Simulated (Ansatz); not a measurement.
The calculation's input:

```
crystal:
  periodic: [false, false, false]
  atoms:
    - {symbol: C, position_ang: [-1.284551, -1.799784, -0.083155]}
    - {symbol: Ti, position_ang: [-0.008922, -0.133896, 0.407038]}
    - {symbol: F, position_ang: [0.060001, -0.536278, 2.175176]}
    - {symbol: C, position_ang: [-2.112249, 0.971435, 0.812587]}
    - {symbol: C, position_ang: [-1.918087, 0.921320, -0.588025]}
    - {symbol: C, position_ang: [-0.795787, 1.703694, -0.896495]}
    - {symbol: C, position_ang: [-0.277197, 2.218550, 0.317042]}
    - {symbol: C, position_ang: [-1.114246, 1.784460, 1.362148]}
    - {symbol: C, position_ang: [2.371945, -0.225116, 0.564937]}
    - {symbol: C, position_ang: [2.065482, 0.526904, -0.583637]}
    - {symbol: C, position_ang: [1.418737, -0.325525, -1.503730]}
    - {symbol: C, position_ang: [1.338038, -1.605707, -0.922146]}
    - {symbol: C, position_ang: [1.923890, -1.542515, 0.355449]}
    - {symbol: H, position_ang: [-2.235418, -1.673175, 0.437292]}
    - {symbol: H, position_ang: [-0.800059, -2.702153, 0.297115]}
    - {symbol: H, position_ang: [-1.486396, -1.933650, -1.148486]}
    - {symbol: H, position_ang: [-2.863686, 0.432585, 1.368315]}
    - {symbol: H, position_ang: [-2.523131, 0.371384, -1.291409]}
    - {symbol: H, position_ang: [-0.389328, 1.871898, -1.881278]}
    - {symbol: H, position_ang: [0.584799, 2.858693, 0.423016]}
    - {symbol: H, position_ang: [-0.952880, 1.959750, 2.414474]}
    - {symbol: H, position_ang: [2.815790, 0.154324, 1.473073]}
    - {symbol: H, position_ang: [2.281745, 1.573016, -0.733162]}
    - {symbol: H, position_ang: [1.050663, -0.051103, -2.480336]}
    - {symbol: H, position_ang: [0.898302, -2.478239, -1.376513]}
    - {symbol: H, position_ang: [1.952545, -2.340853, 1.080722]}
basis:
  gaussian: {orbitals: def2-TZVPP}
hamiltonian: {xc: pbe0, dispersion: d4}
output: {orbitals: {seedname: orbitals}}
```

Command:

```sh
ansatz run in.yaml --threads 11 --pin off --events-out ev --progress --plain --max-ram 110592MiB --backend cuda --devices 0, --max-vram 75GiB
```

Geometry: PBE0-D4/def2-TZVP.

All numbers below come from RKS PBE0-D4/def2-TZVPP (Ansatz).

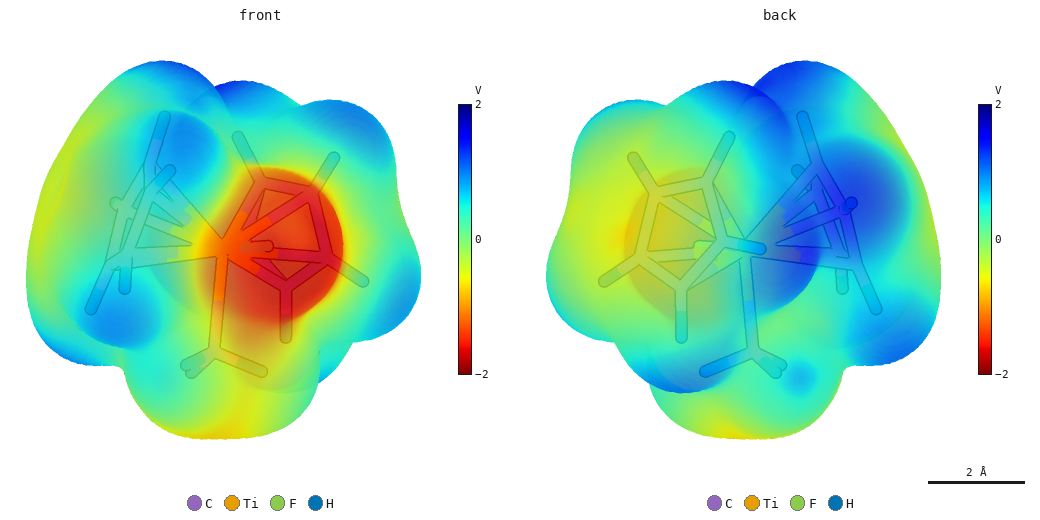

C$_{11}$H$_{13}$FTi. The molecular electrostatic potential painted on the density surface at 0.002 e/bohr³, seen from the front and from behind; the colour scale runs from red (negative) to blue (positive).

Describe the electrostatic potential map.

The most negative region (about −1.7 V, or −39 kcal/mol for a unit charge) lies over F3, the most positive (about +1.4 V, or +32 kcal/mol for a unit charge) over H19, H20, H23 and H24.
